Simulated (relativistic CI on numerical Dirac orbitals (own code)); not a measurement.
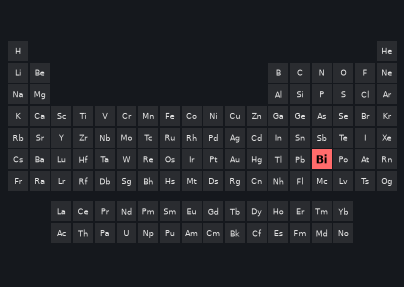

Figure 1. The place of bismuth in the periodic table.

**Run report: Bi²⁺, relativistic CI calculation**

System: Bi²⁺.
Method: Dirac-Coulomb-Breit CI, KLI orbitals optimised for each configuration, model QED (radiative potential, 1s self-energy scaled to tabulated hydrogen-like ionisation energies), numerical settings as typed (relativistic CI on numerical Dirac orbitals, in-house).

## Input file
```
atom Bi  Z=83  charge=2  electrons=81
nucleus A=209  rms_radius_fm=5.5211
hamiltonian dirac-coulomb  breit=on  qed=on  c_scale=1
orbitals kli  potential=per-configuration
slater_scale 1
correlation none
mixing on
grid step=0.0125 r_max=86.5
scf mixing=0.4 start=green max_iterations=80 tolerance=2e-08 node_fill=0.05
configurations
  [Xe] 4f14 5d10 6s2 6p
  [Xe] 4f14 5d10 6s 6p2
  [Xe] 4f14 5d10 6s2 6d 7s
end
```

The run was one of a batch that the task file lists, launched with:
```bash
python <driver script> task.json out
```

The program writes its results to a structured record and prints no log; tables and figures of this report are taken from that record.

## Outcome

```tsv
quantity	value
outcome	refused by the program
hardware	1 CPU thread, shared host
```

## What went wrong

This input holds a deliberate fault: configuration. The program refused the input; the driver noted: configuration [Xe] 4f14 5d10 6s2 6d 7s has 82 electrons, the ion has 81.
